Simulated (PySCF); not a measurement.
**NEVPT2(3,3)/STO-3G run of SiH3O (SMILES O[SiH2])**

What is the energy change on altering one bond length of SiH3O at NEVPT2(3,3)/STO-3G? Input form: a Python script.

The calculation is run with PySCF 2.14.0.

10 further runs of the same task are left out: 10 set aside as unsound or not needed.

### Step 1. The structure to begin with

SiH3O has 5 atoms, charge 0, and is taken as a doublet. SMILES: `O[SiH2]`. The coordinates come from a GFN2-xTB relaxation. This is one conformer, not always the lowest.

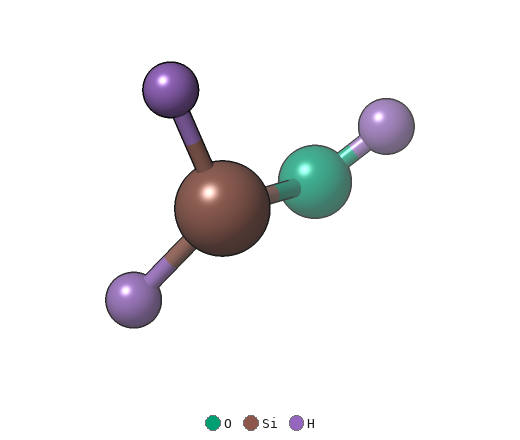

The structure, seen from a chosen angle (oxygen teal, silicon brown, hydrogen purple).

### Step 2. A single-point energy at NEVPT2(3,3)/STO-3G

calc.py

```python
# O[SiH2]
import numpy
from pyscf import gto, scf, mp, mcscf, mrpt

mol = gto.M(
    atom='''
O    0.557310  -0.433760   0.798460
Si   0.001930   0.341950  -0.533940
H    0.725690  -1.370660   0.814800
H   -1.244820  -0.253580  -1.000760
H   -0.040110   1.716040  -0.078560
''',
    max_memory=1860,
    verbose=3,
    basis='sto-3g',
    spin=1,
)

mf = mol.ROHF()
mf.conv_tol = 1e-10
mf.kernel()
if not mf.converged:
    mf = mf.newton().run(mf.mo_coeff, mf.mo_occ)

pt = mp.MP2(scf.addons.convert_to_uhf(mf)).run()
noons, natorbs = mcscf.addons.make_natural_orbitals(pt)
print('natural occupations', numpy.round(noons[:40], 4))
cas = mcscf.CASSCF(mf, 3, 3)
cas.fix_spin_(ss=0.75)
cas.natorb = True
cas.kernel(natorbs)
e_pt2 = mrpt.NEVPT(cas).kernel()
e_tot = cas.e_tot + e_pt2
print(f'total energy: {e_tot:.8f} hartree')
```

Run with:

```bash
$ OMP_NUM_THREADS=1 python calc.py
```

Output:

```text
converged SCF energy = -361.125104934978
E(UMP2) = -361.192392220621  E_corr = -0.0672872856430655
E(SCS-UMP2) = -361.19860183818  E_corr = -0.0734969032025674
natural occupations [2.     2.     2.     1.9998 1.9998 1.9998 1.9981 1.9944 1.9926 1.9882
 1.987  1.9835 1.0038 0.0164 0.0143 0.0124 0.0099]
CASSCF energy = -361.137754719932
CASCI E = -361.137754719932  E(CI) = -2.69894219420888  S^2 = 0.7500000
Sr    (-1)',   E = -0.00010227078565
Si    (+1)',   E = -0.00412471901696
Sijrs (0)  ,   E = -0.03067115009819
Sijr  (+1) ,   E = -0.00667157445422
Srsi  (-1) ,   E = -0.00335603551433
Srs   (-2) ,   E = -0.00050732546595
Sij   (+2) ,   E = -0.00138867454599
Sir   (0)' ,   E = -0.01059925959032
Nevpt2 Energy = -0.057421009471608
total energy: -361.19517573 hartree
```

Wall time 0.78 s (1 thread of Arm Neoverse V2, shared host); peak memory 0.12 GiB.

### Step 3. The distorted shape

input.py

```python
import numpy
from pyscf import gto, scf, mp, mcscf, mrpt

mol = gto.Mole()
mol.atom = [
    ('O', (0.632981, -2.907085, -0.021212)),
    ('Si', (0.077601, -2.131375, -1.353612)),
    ('H', (0.801361, -3.843985, -0.004872)),
    ('H', (-1.169149, -2.726905, -1.820432)),
    ('H', (-0.040110, 1.716040, -0.078560)),
]
mol.max_memory = 1860
mol.basis = 'sto-3g'
mol.verbose = 3
mol.spin = 1
mol.build()

mf = scf.ROHF(mol)
mf.conv_tol = 1e-10
mf.kernel()
if not mf.converged:
    mf = mf.newton().run(mf.mo_coeff, mf.mo_occ)

pt = mp.MP2(scf.addons.convert_to_uhf(mf)).run()
noons, natorbs = mcscf.addons.make_natural_orbitals(pt)
print('natural occupations', numpy.round(noons[:40], 4))
cas = mcscf.CASSCF(mf, 3, 3)
cas.fix_spin_(ss=0.75)
cas.natorb = True
cas.kernel(natorbs)
e_pt2 = mrpt.NEVPT(cas).kernel()
energy = cas.e_tot + e_pt2
print('E = %.10f Eh' % energy)
```

Run with:

```bash
$ OMP_NUM_THREADS=1 python input.py
```

Output:

```text
converged SCF energy = -360.994290258245
E(UMP2) = -361.064957430877  E_corr = -0.0706671726313553
E(SCS-UMP2) = -361.070468721535  E_corr = -0.0761784632891
natural occupations [2.     2.     2.     1.9999 1.9998 1.9998 1.998  1.9928 1.9898 1.9854
 1.9845 1.9798 1.     0.0235 0.0178 0.0154 0.0135]
CASSCF energy = -361.007682561995
CASCI E = -361.007682561995  E(CI) = -2.20268483256319  S^2 = 0.7500000
Sr    (-1)',   E = -0.00000008533820
Si    (+1)',   E = -0.00000114071547
Sijrs (0)  ,   E = -0.03668167091574
Sijr  (+1) ,   E = -0.00380493137612
Srsi  (-1) ,   E = -0.00112917503494
Srs   (-2) ,   E = -0.00024527578962
Sij   (+2) ,   E = -0.00144330591801
Sir   (0)' ,   E = -0.01623915125142
Nevpt2 Energy = -0.059544736339527
E = -361.0672272983 Eh
```

Run time: 0.97 s. Hardware: 1 thread of Arm Neoverse V2, shared host; peak memory 0.12 GiB.

### Step 4. Summary of results

Level: NEVPT2(3,3)/STO-3G.

| quantity | value |
| --- | --- |
| first shape: total energy | -361.19518 Eh |
| first shape: dipole moment (Hartree–Fock density) | 1.66 D |
| distorted shape: total energy | -361.06723 Eh |
| distorted shape: dipole moment (Hartree–Fock density) | 1.54 D |
| energy change with the Si2–H5 bond stretched from 1.448 to 4.055 Å | 3.482 eV |

With the Si2–H5 bond stretched from 1.448 to 4.055 Å the energy rises by 3.48 eV (336 kJ/mol). The first shape isn't relaxed at this level, so the change isn't measured from a minimum. The minimal basis adds a large error of its own. Mulliken charges (distorted shape) of the mean-field density run from -0.51 on O1 to +0.58 on Si2; they depend strongly on the basis.
